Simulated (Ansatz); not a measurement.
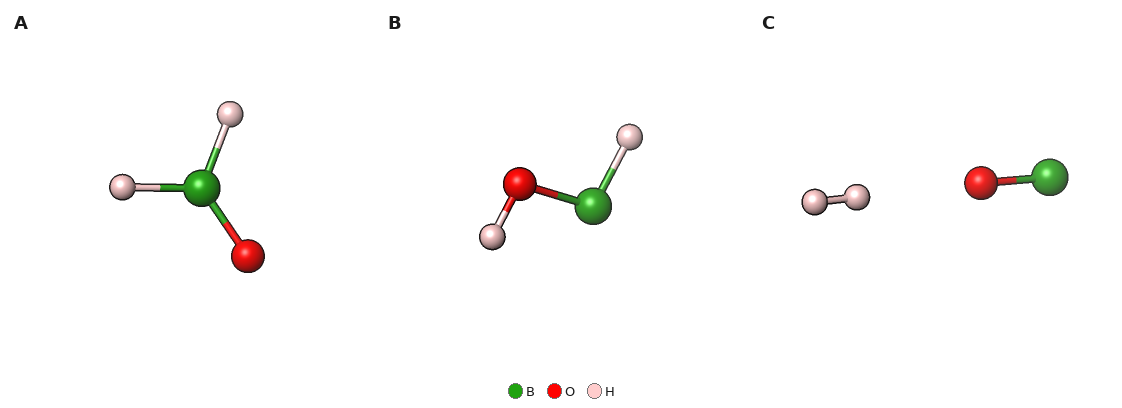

3 stationary structures of one formula. Charge −1, singlet. Geometries: PBE0-D4/def2-TZVPD. Electronic energies: RHF-CCSD(T) (frozen core)/def2-TZVPPD (Ansatz 0.2.0), without zero-point energy. No frequency run is at hand to confirm each as a minimum.

Rank them by energy, lowest first.

A is lowest (C2v); C lies 0.736 eV above it (C∞v), B lies 2.388 eV above it (Cs).
